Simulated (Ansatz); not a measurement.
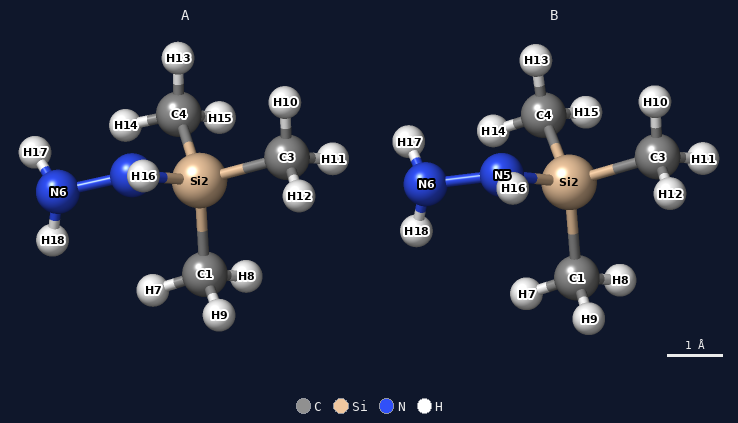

Two geometries of C$_{3}$H$_{12}$N$_{2}$Si, drawn at one scale. One is the start of a relaxation, the other its converged end. Style: ball-and-stick. Shown face on.

Method: RKS PBE0-D4/def2-TZVP in Ansatz 0.2.0. Set-up: force threshold 0.005 eV/Å; at most 150 steps.

Q: Which one is relaxed?

A: Structure A is the relaxed one. The start comes from GFN2-xTB. After 10 accepted moves (11 points after the start) the energy has fallen by 6.26 kJ/mol. The largest force component goes from 0.68 to 0.0031 eV/Å. The line search rejected the trial step at point 4 of the run. The largest move after the best rigid fit is that of H16, 0.23 Å. Largest moves by element: H 0.23 Å, N 0.14 Å, C 0.08 Å, Si 0.04 Å. Near-neighbour distances that change, for instance: C1–Si2 1.915 → 1.877 Å, Si2–C4 1.907 → 1.872 Å, Si2–C3 1.897 → 1.869 Å, N5–N6 1.425 → 1.410 Å. Bond angles that change, for instance: C4–Si2–N5 106.5° → 109.3°, C1–Si2–N5 114.0° → 111.6°, N5–N6–H17 107.7° → 109.9°.
